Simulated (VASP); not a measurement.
# Zr (Zirconium): the relaxed cell at several levels, part 2 of 3

Which functional gives the lattice of Zr (Zirconium) as experiment finds it, and is a dearer one worth its cost? The start is a cell from a database of measured crystal structures.

VASP 6.6.1, plane waves and PAW; the level of theory is named at each step.

Still holding for the runs below: The k-mesh is coarse for a metal.

So far. Step 2 (Relaxation with LDA): It ends with forces that vanish by symmetry and a pressure of 0.05 GPa. The volume lies -6.1 % from that of the database's start, which holds the thermal and zero-point expansion of its experiment. LDA is known to overbind. The conventional cell has a = 3.141 and c = 5.115 Å.

## (3) Relaxation with PBEsol

This step: PBEsol; plane waves and PAW (Zr_sv) (VASP 6.6.1).

PBEsol restores the gradient expansion of exchange and is tuned for the cells of solids.

INCAR

```
SYSTEM = Zr
PREC = Accurate
ENCUT = 520
EDIFF = 1E-06
NELM = 100
ISMEAR = -1
SIGMA = 0.05
LREAL = .FALSE.
ALGO = Normal
GGA = PS
NBANDS = 18
LORBIT = 11
LWAVE = .FALSE.
LCHARG = .FALSE.
KPAR = 2
IBRION = 2
NSW = 60
ISIF = 3
EDIFFG = -0.01
```

POSCAR

```
Zr
1.0
    3.2320000000      0.0000000000      0.0000000000
   -1.6160000000      2.7989941050      0.0000000000
    0.0000000000      0.0000000000      5.1470000000
Zr
2
Direct
    0.3333333333      0.6666666667      0.2500000000
    0.6666666667      0.3333333333      0.7500000000
```

KPOINTS

```
Automatic mesh
0
Gamma
8 8 5
0 0 0
```

The projector-augmented-wave data sets are Zr_sv (PBE family, release 64).

The run is started by

```
> mpirun -np 2 vasp_std
```

The program printed:

```text
[banner, memory and clock lines left out]
running    2 mpi-ranks, on    1 nodes
 distrk:  each k-point on    1 cores,    2 groups
 distr:  one band on    1 cores,    1 groups

 POSCAR found type information on POSCAR Zr
 POSCAR found :  1 types and       2 ions
 [... a notice as in an earlier step ...]

 LDA part: xc-table for (Slater+PW92), standard interpolation
 POSCAR, INCAR and KPOINTS ok, starting setup
 FFT: planning ... GRIDC
 FFT: planning ... GRID_SOFT
 FFT: planning ... GRID
 WAVECAR not read
 entering main loop
       N       E                     dE             d eps       ncg     rms          rms(c)
DAV:   1     0.206284786189E+03    0.20628E+03   -0.13260E+04  1080   0.132E+03
DAV:   2    -0.331412533949E+01   -0.20960E+03   -0.20611E+03  1276   0.377E+02
DAV:   3    -0.186215359334E+02   -0.15307E+02   -0.15066E+02  1918   0.717E+01
DAV:   4    -0.189844567114E+02   -0.36292E+00   -0.36266E+00  1282   0.118E+01
DAV:   5    -0.189948185723E+02   -0.10362E-01   -0.10355E-01  1660   0.138E+00    0.150E+01
DAV:   6    -0.182919162668E+02    0.70290E+00   -0.10620E+00  1170   0.794E+00    0.590E+00
DAV:   7    -0.181482631569E+02    0.14365E+00   -0.67919E-01  1556   0.546E+00    0.116E+00
DAV:   8    -0.181516316029E+02   -0.33684E-02   -0.36714E-02  1406   0.154E+00    0.288E-01
DAV:   9    -0.181518806820E+02   -0.24908E-03   -0.18787E-03  1372   0.398E-01    0.278E-02
DAV:  10    -0.181518574844E+02    0.23198E-04   -0.58573E-05  1538   0.444E-02    0.239E-02
DAV:  11    -0.181518605369E+02   -0.30525E-05   -0.99232E-06  1210   0.367E-02    0.224E-03
DAV:  12    -0.181518605000E+02    0.36836E-07   -0.32132E-07   658   0.432E-03
   1 F= -.18151861E+02 E0= -.18143149E+02  d E =-.181519E+02
 curvature:   0.00 expect dE= 0.000E+00 dE for cont linesearch  0.000E+00
 trial: gam= 0.00000 g(F)=  0.449E-47 g(S)=  0.607E-01 ort = 0.000E+00 (trialstep = 0.100E+01)
 search vector abs. value=  0.607E-01
 bond charge predicted
       N       E                     dE             d eps       ncg     rms          rms(c)
DAV:   1    -0.190750533076E+02   -0.92319E+00   -0.29977E+01  1296   0.511E+01    0.101E+01
DAV:   2    -0.182541063671E+02    0.82095E+00   -0.23320E+00  1160   0.134E+01    0.289E+00
DAV:   3    -0.181076812369E+02    0.14643E+00   -0.10049E+00  1554   0.667E+00    0.186E+00
DAV:   4    -0.181345288539E+02   -0.26848E-01   -0.72384E-02  1394   0.119E+00    0.770E-01
DAV:   5    -0.181532637232E+02   -0.18735E-01   -0.66739E-02  1576   0.133E+00    0.250E-01
DAV:   6    -0.181530743515E+02    0.18937E-03   -0.24963E-03  1424   0.363E-01    0.983E-02
DAV:   7    -0.181531288979E+02   -0.54546E-04   -0.13464E-04  1600   0.100E-01    0.273E-02
DAV:   8    -0.181531399139E+02   -0.11016E-04   -0.70504E-06  1280   0.273E-02    0.663E-03
DAV:   9    -0.181531444857E+02   -0.45717E-05   -0.23544E-06  1008   0.118E-02    0.171E-03
DAV:  10    -0.181531444954E+02   -0.97230E-08   -0.24563E-07   562   0.431E-03
   2 F= -.18153144E+02 E0= -.18144541E+02  d E =-.128400E-02
[...]
3 F= -.18167771E+02 E0= -.18159318E+02  d E =-.159107E-01
[...]
4 F= -.18168642E+02 E0= -.18160371E+02  d E =-.870359E-03
 trial-energy change:   -0.000870  1 .order   -0.000870   -0.001256   -0.000483
 step:   1.4664(harm=  1.4664)  dis= 0.00000  next Energy=   -18.168791 (dE=-0.102E-02)
 bond charge predicted
       N       E                     dE             d eps       ncg     rms          rms(c)
DAV:   1    -0.181706538106E+02   -0.20125E-02   -0.10926E-01  1080   0.285E+00    0.242E-01
DAV:   2    -0.181691895310E+02    0.14643E-02   -0.33563E-03  1160   0.417E-01    0.111E-01
DAV:   3    -0.181687951395E+02    0.39439E-03   -0.14387E-03  1306   0.252E-01    0.183E-02
DAV:   4    -0.181687974742E+02   -0.23347E-05   -0.20390E-05  1258   0.400E-02    0.844E-03
DAV:   5    -0.181687974362E+02    0.37967E-07   -0.10346E-06   828   0.866E-03
   5 F= -.18168797E+02 E0= -.18160641E+02  d E =-.102621E-02
 curvature:  -0.75 expect dE=-0.219E-05 dE for cont linesearch -0.623E-07
 trial: gam= 0.00009 g(F)=  0.350E-47 g(S)=  0.292E-05 ort = 0.109E-04 (trialstep = 0.102E+01)
 search vector abs. value=  0.293E-05
 reached required accuracy - stopping structural energy minimisation
```

The job ended after 13 s (2 MPI ranks of Intel Xeon 6975P-C (Granite Rapids), shared host; peak memory 0.32 GiB; 24 s of CPU time).

Parts of OUTCAR (step 3):

```text
 Found     30 irreducible k-points:

   NELECT =      24.0000    total number of electrons

 E-fermi :   9.2574

 k-point     1 :       0.0000    0.0000    0.0000
  band No.  band energies     occupation
    ...
      6     -16.9213      2.00000
      7     -16.9041      2.00000
      8     -16.9041      2.00000
      9       3.5133      2.00000
     10       6.1060      2.00000
     11      10.1293      0.00000
     12      10.1293      0.00000
     13      10.1462      0.00000
     14      10.4468      0.00000
     15      10.8238      0.00000
    ...

 k-point     2 :       0.1250    0.0000    0.0000
  band No.  band energies     occupation
    ...
      6     -17.0283      2.00000
      7     -16.9425      2.00000
      8     -16.9210      2.00000
      9       3.9642      2.00000
     10       6.5150      2.00000
     11       9.3438      0.30179
     12       9.6313      0.00113
     13      10.4110      0.00000
     14      10.5564      0.00000
     15      10.7840      0.00000
    ...

  Total       -0.0070461     -0.0070461     -0.0046863     -0.0000000      0.0000000      0.0000000
  in kB       -0.2507820     -0.2507820     -0.1667925     -0.0000000      0.0000000      0.0000000
  external PRESSURE =      -0.2227855 kB  Pullay stress =       0.0000000 kB

  energy-cutoff  :      520.00
  volume of cell :       45.02
      direct lattice vectors                 reciprocal lattice vectors
     3.180656504  0.000000000  0.000000000     0.314400501  0.181519214 -0.000000000
    -1.590328252  2.754529333 -0.000000000     0.000000000  0.363038428 -0.000000000
     0.000000000  0.000000000  5.138042359     0.000000000  0.000000000  0.194626655

 POSITION                                       TOTAL-FORCE (eV/Angst)
 -----------------------------------------------------------------------------------
     -0.00000      1.83635      1.28451         0.000000     -0.000000     -0.000000
      1.59033      0.91818      3.85353        -0.000000      0.000000      0.000000
 -----------------------------------------------------------------------------------
    total drift:                               -0.000000      0.000000     -0.000000

  FREE ENERGIE OF THE ION-ELECTRON SYSTEM (eV)
  ---------------------------------------------------
  free  energy   TOTEN  =       -18.1687974362 eV

  energy  without entropy=      -18.1524855310  energy(sigma->0) =      -18.16064148

 total charge
# of ion       s       p       d       tot
------------------------------------------
    1        2.241   5.958   1.663   9.862
    2        2.241   5.958   1.663   9.862
--------------------------------------------------
tot          4.482  11.916   3.325  19.723

[... 9 parts as in an earlier step ...]

[... 5 further parts left out ...]
```

The PAW data sets were made with PBE, which is usual practice but a small mismatch for other functionals.

Relaxation path:

```
step  energy less that of the first step (eV)  largest force (eV/Å)  pressure (GPa)  volume (Å³)
   1                                   0.0000                0.0000           -3.11        46.56
   2                                  -0.0013                0.0000            3.42        43.58
   3                                  -0.0159                0.0000            0.06        45.01
   4                                  -0.0168                0.0000            0.01        45.01
   5                                  -0.0169                0.0000           -0.02        45.02
```

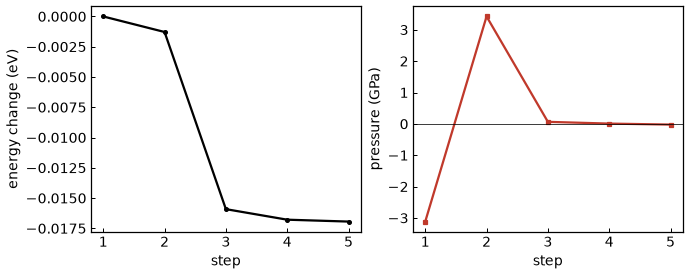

Energy and pressure along the relaxation.

```
conventional cell, symmetrised  before  after  change
                         a (Å)   3.232  3.181  -1.6 %
                         b (Å)   3.232  3.181  -1.6 %
                         c (Å)   5.147  5.138  -0.2 %
              volume (Å³/atom)   23.28  22.51  -3.3 %
```

Final coordinates:

```xyz
2
Lattice="3.1807 0.0000 0.0000 -1.5903 2.7545 0.0000 0.0000 0.0000 5.1380" Properties=species:S:1:pos:R:3 pbc="T T T"
Zr    0.0000    1.8364    1.2845
Zr    1.5903    0.9182    3.8535
```

Numbers from this step:

```
free energy (TOTEN)             : -18.17 eV
energy at zero smearing         : -18.16 eV
Fermi energy                    : 9.257 eV
pressure                        : -0.02228 GPa
SCF cycles over all ionic steps : 41
```

It ends at 22.51 Å³/atom, -3.3 % from the start, with -0.02 GPa left. The conventional cell has a = 3.181 and c = 5.138 Å.

## (4) Relaxation with PBE

This step: PBE; plane waves and PAW (Zr_sv) (VASP 6.6.1).

PBE, the usual starting point, adds the gradient of the density.

Changes to INCAR since step 3:

```diff
@@ -9,3 +9,3 @@
 ALGO = Normal
-GGA = PS
+GGA = PE
 NBANDS = 18
```

POSCAR is that of step 3.

KPOINTS is that of step 3.

The run is started by

```
> mpirun -np 2 vasp_std
```

The program printed:

```text
[banner, memory and clock lines left out]
running    2 mpi-ranks, on    1 nodes
[...]
LDA part: xc-table for (Slater+PW92), standard interpolation
 POSCAR, INCAR and KPOINTS ok, starting setup
[...]
entering main loop
       N       E                     dE             d eps       ncg     rms          rms(c)
DAV:   1     0.207980792217E+03    0.20798E+03   -0.13279E+04  1080   0.132E+03
DAV:   2    -0.218795950559E+01   -0.21017E+03   -0.20667E+03  1284   0.378E+02
DAV:   3    -0.173972571009E+02   -0.15209E+02   -0.14975E+02  1934   0.717E+01
DAV:   4    -0.177491933967E+02   -0.35194E+00   -0.35170E+00  1274   0.117E+01
[...]
DAV:  10    -0.170466339797E+02    0.43320E-04   -0.44357E-05  1430   0.435E-02    0.233E-02
DAV:  11    -0.170466337057E+02    0.27400E-06   -0.10426E-05  1222   0.369E-02    0.361E-03
DAV:  12    -0.170466336897E+02    0.15928E-07   -0.41092E-07   684   0.468E-03
   1 F= -.17046634E+02 E0= -.17038086E+02  d E =-.170466E+02
[... from here on, the cycles between the ionic steps are left out ...]
   2 F= -.17047445E+02 E0= -.17039049E+02  d E =-.811093E-03
   3 F= -.17047827E+02 E0= -.17039376E+02  d E =-.119307E-02
   4 F= -.17048145E+02 E0= -.17039859E+02  d E =-.318645E-03
 trial-energy change:   -0.000319  1 .order   -0.000317   -0.000549   -0.000084
 step:   1.0956(harm=  1.0956)  dis= 0.00000  next Energy=   -17.048151 (dE=-0.325E-03)
 reached required accuracy - stopping structural energy minimisation
```

Wall time 10 s (2 MPI ranks); peak memory 0.32 GiB.

From OUTCAR (step 4):

```text
  Total       -0.0156509     -0.0156509      0.0077269      0.0000000      0.0000000      0.0000000
  in kB       -0.5353463     -0.5353463      0.2643038      0.0000000      0.0000000      0.0000000
  external PRESSURE =      -0.2687963 kB  Pullay stress =       0.0000000 kB

 POSITION                                       TOTAL-FORCE (eV/Angst)
 -----------------------------------------------------------------------------------
     -0.00000      1.86401      1.29719        -0.000000      0.000000      0.000000
      1.61428      0.93201      3.89158         0.000000     -0.000000      0.000000
 -----------------------------------------------------------------------------------
    total drift:                               -0.000000      0.000000     -0.000000

  FREE ENERGIE OF THE ION-ELECTRON SYSTEM (eV)
  ---------------------------------------------------
  free  energy   TOTEN  =       -17.0481454010 eV

  energy  without entropy=      -17.0315722846  energy(sigma->0) =      -17.03985884

[... 2 parts as in an earlier step ...]

[... 2 further parts left out ...]
[key lines of the parts left out:]
E-fermi :   8.9505
```

Relaxation path:

```
step  energy less that of the first step (eV)  largest force (eV/Å)  pressure (GPa)  volume (Å³)
   1                                   0.0000                0.0000            0.60        46.56
   2                                  -0.0008                0.0000           -0.63        47.15
   3                                  -0.0012                0.0000           -0.20        46.94
   4                                  -0.0015                0.0000           -0.03        46.84
```

```
conventional cell, symmetrised  before  after  change
                         a (Å)   3.232  3.229  -0.1 %
                         b (Å)   3.232  3.229  -0.1 %
                         c (Å)   5.147  5.189  +0.8 %
              volume (Å³/atom)   23.28  23.42  +0.6 %
```

The relaxed structure:

```cif
data_structure
_symmetry_space_group_name_H-M 'P 1'
_symmetry_Int_Tables_number 1
_cell_length_a 3.2286
_cell_length_b 3.2286
_cell_length_c 5.1888
_cell_angle_alpha 90.000
_cell_angle_beta 90.000
_cell_angle_gamma 120.000
_cell_volume 46.84
loop_
_atom_site_label
_atom_site_type_symbol
_atom_site_fract_x
_atom_site_fract_y
_atom_site_fract_z
_atom_site_occupancy
Zr1 Zr 0.33333 0.66667 0.25000 1
Zr2 Zr 0.66667 0.33333 0.75000 1
```

It ends at 23.42 Å³/atom, +0.6 % from the start, with -0.03 GPa left. The conventional cell has a = 3.229 and c = 5.189 Å.

## (5) Relaxation with r2SCAN

This step: r2SCAN; plane waves and PAW (Zr_sv) (VASP 6.6.1).

r2SCAN adds the kinetic-energy density, costs more than a GGA and is run with LASPH.

Changes to INCAR since step 4:

```diff
@@ -9,3 +9,4 @@
 ALGO = Normal
-GGA = PE
+METAGGA = R2SCAN
+LASPH = .TRUE.
 NBANDS = 18
```

POSCAR is that of step 4.

KPOINTS is that of step 4.

The run is started by

```
> mpirun -np 2 vasp_std
```

The program printed:

```text
[banner, memory and clock lines left out]
running    2 mpi-ranks, on    1 nodes
[...]
[... a notice as in an earlier step ...]

 LDA part: xc-table for (None), standard interpolation
 POSCAR, INCAR and KPOINTS ok, starting setup
[...]
entering main loop
       N       E                     dE             d eps       ncg     rms          rms(c)
DAV:   1     0.176951505933E+03    0.17695E+03   -0.13643E+04  1080   0.136E+03
DAV:   2    -0.400174525088E+02   -0.21697E+03   -0.21330E+03  1300   0.390E+02
DAV:   3    -0.584490900833E+02   -0.18432E+02   -0.18159E+02  2028   0.753E+01
DAV:   4    -0.589264020468E+02   -0.47731E+00   -0.47699E+00  1268   0.138E+01
[...]
DAV:  11    -0.455071904987E+02   -0.16806E-04   -0.59807E-04  1668   0.165E-01    0.325E-02
DAV:  12    -0.455071924665E+02   -0.19678E-05   -0.28603E-05  1280   0.470E-02    0.110E-02
DAV:  13    -0.455071929592E+02   -0.49272E-06   -0.86937E-07   900   0.670E-03
   1 F= -.45507193E+02 E0= -.45500193E+02  d E =-.455072E+02
[...]
DAV:   8    -0.455068975864E+02   -0.52188E-06   -0.82425E-07   630   0.101E-02
   2 F= -.45506898E+02 E0= -.45499981E+02  d E =0.295373E-03
 trial-energy change:    0.000295  1 .order    0.000200   -0.006685    0.007086
 step:   0.4751(harm=  0.4854)  dis= 0.00000  next Energy=   -45.508771 (dE=-0.158E-02)
[...]
N       E                     dE             d eps       ncg     rms          rms(c)
DAV:   1    -0.455278964958E+02   -0.20999E-01   -0.82731E-01  1112   0.895E+00    0.134E+00
DAV:   2    -0.455131666986E+02    0.14730E-01   -0.79862E-02  1212   0.239E+00    0.526E-01
DAV:   3    -0.455078286335E+02    0.53381E-02   -0.24217E-02  1552   0.113E+00    0.260E-01
DAV:   4    -0.455083406559E+02   -0.51202E-03   -0.18714E-03  1368   0.183E-01    0.110E-01
DAV:   5    -0.455087210367E+02   -0.38038E-03   -0.12692E-03  1572   0.188E-01    0.406E-02
DAV:   6    -0.455087327797E+02   -0.11743E-04   -0.43226E-05  1232   0.406E-02    0.146E-02
DAV:   7    -0.455087345457E+02   -0.17660E-05   -0.27411E-06   948   0.135E-02    0.612E-03
DAV:   8    -0.455087352248E+02   -0.67905E-06   -0.45832E-07   556   0.811E-03
   3 F= -.45508735E+02 E0= -.45501763E+02  d E =-.154227E-02
[...]
reached required accuracy - stopping structural energy minimisation
```

The job ended after 36 s (2 MPI ranks; peak memory 0.33 GiB; 70 s of CPU time).

From OUTCAR (step 5):

```text
  Total        0.0003665      0.0003665      0.0057179      0.0000000      0.0000000      0.0000000
  in kB        0.0124812      0.0124812      0.1947230      0.0000000      0.0000000      0.0000000
  external PRESSURE =       0.0732285 kB  Pullay stress =       0.0000000 kB

 POSITION                                       TOTAL-FORCE (eV/Angst)
 -----------------------------------------------------------------------------------
     -0.00000      1.87196      1.29189         0.000000      0.000000      0.000000
      1.62116      0.93598      3.87568        -0.000000     -0.000000      0.000000
 -----------------------------------------------------------------------------------
    total drift:                               -0.000000      0.000000     -0.000000

  FREE ENERGIE OF THE ION-ELECTRON SYSTEM (eV)
  ---------------------------------------------------
  free  energy   TOTEN  =       -45.5087352248 eV

  energy  without entropy=      -45.4947916760  energy(sigma->0) =      -45.50176345

[... 2 parts as in an earlier step ...]

[... 2 further parts left out ...]
[key lines of the parts left out:]
E-fermi :   8.9615
```

The steps of the relaxation:

```
step  energy less that of the first step (eV)  largest force (eV/Å)  pressure (GPa)  volume (Å³)
   1                                   0.0000                0.0000            1.04        46.56
   2                                   0.0003                0.0000           -1.08        47.59
   3                                  -0.0015                0.0000            0.01        47.05
```

```
conventional cell, symmetrised  before  after  change
                         a (Å)   3.232  3.242  +0.3 %
                         b (Å)   3.232  3.242  +0.3 %
                         c (Å)   5.147  5.168  +0.4 %
              volume (Å³/atom)   23.28  23.52  +1.0 %
```

The relaxed structure:

```xyz
2
Lattice="3.2423 0.0000 0.0000 -1.6212 2.8079 0.0000 0.0000 0.0000 5.1676" Properties=species:S:1:pos:R:3 pbc="T T T"
Zr    0.0000    1.8720    1.2919
Zr    1.6212    0.9360    3.8757
```

It ends at 23.52 Å³/atom, +1.0 % from the start, with 0.01 GPa left. The conventional cell has a = 3.242 and c = 5.168 Å.

## (6) Relaxation with PBE + D3(BJ)

This step: PBE with D3(BJ); plane waves and PAW (Zr_sv) (VASP 6.6.1).

A dispersion term adds the long-range attraction that semilocal functionals lack. D3 with Becke-Johnson damping keeps a finite attraction at short range.

Changes to INCAR since step 5:

```diff
@@ -9,4 +9,4 @@
 ALGO = Normal
-METAGGA = R2SCAN
-LASPH = .TRUE.
+GGA = PE
+IVDW = 12
 NBANDS = 18
```

POSCAR is that of step 5.

KPOINTS is that of step 5.

The run is started by

```
> mpirun -np 2 vasp_std
```

The program printed:

```text
[... set-up lines as in an earlier step ...]
 entering main loop
       N       E                     dE             d eps       ncg     rms          rms(c)
[... 12 cycles as in an earlier step ...]
   1 F= -.18103183E+02 E0= -.18094636E+02  d E =-.181032E+02
[...]
2 F= -.18105073E+02 E0= -.18096726E+02  d E =-.188966E-02
[...]
3 F= -.18120114E+02 E0= -.18111876E+02  d E =-.169312E-01
[...]
4 F= -.18120111E+02 E0= -.18111875E+02  d E =-.169276E-01
[...]
5 F= -.18120988E+02 E0= -.18112951E+02  d E =-.877216E-03
[...]
6 F= -.18121104E+02 E0= -.18113168E+02  d E =-.993066E-03
[...]
reached required accuracy - stopping structural energy minimisation
```

The job ended after 14 s (2 MPI ranks; peak memory 0.34 GiB; 28 s of CPU time).

OUTCAR, selected parts (step 6):

```text
 Edisp (eV)   -1.09674

 Edisp (eV)   -1.09674

  Total       0.01561     0.01561     0.01662     0.00000     0.00000     0.00000
  in kB       0.55673     0.55673     0.59260     0.00000     0.00000     0.00000
  external pressure =        0.57 kB  Pullay stress =        0.00 kB

 POSITION                                       TOTAL-FORCE (eV/Angst)
 -----------------------------------------------------------------------------------
     -0.00000      1.83526      1.28352        -0.000000      0.000000      0.000000
      1.58938      0.91763      3.85055         0.000000     -0.000000      0.000000
 -----------------------------------------------------------------------------------
    total drift:                               -0.000000      0.000000     -0.000000

  FREE ENERGIE OF THE ION-ELECTRON SYSTEM (eV)
  ---------------------------------------------------
  free  energy   TOTEN  =       -18.1211035823 eV

  energy  without entropy=      -18.1052331444  energy(sigma->0) =      -18.11316836

[... 2 parts as in an earlier step ...]

[... 2 further parts left out ...]
[key lines of the parts left out:]
E-fermi :   9.4137
```

Dispersion corrections of this kind ignore metallic screening and tend to overbind metals.

It ends at 22.46 Å³/atom, -3.5 % from the start, with 0.06 GPa left. The conventional cell has a = 3.179 and c = 5.134 Å. Against plain PBE, the dispersion term moves a by -1.5 % and c by -1.1 %.

(Continued in part 3 of 3.)

[Lines on the potential files, build, host, timing and source positions are cut from VASP's logs without a mark.]

[Logs are printed without paths, hosts, clocks, repeated set-up lines and the standing remarks that a program may print on its own settings, such as how far it seeks lower states.]

[Hosts, paths, dates, database ids (printed as entryN), source tags and the programs' standing remarks are cut or masked in the printed files.]

[Measured values are set beside computed ones only where the two were judged alike; some that the calculation misses by far are left out.]
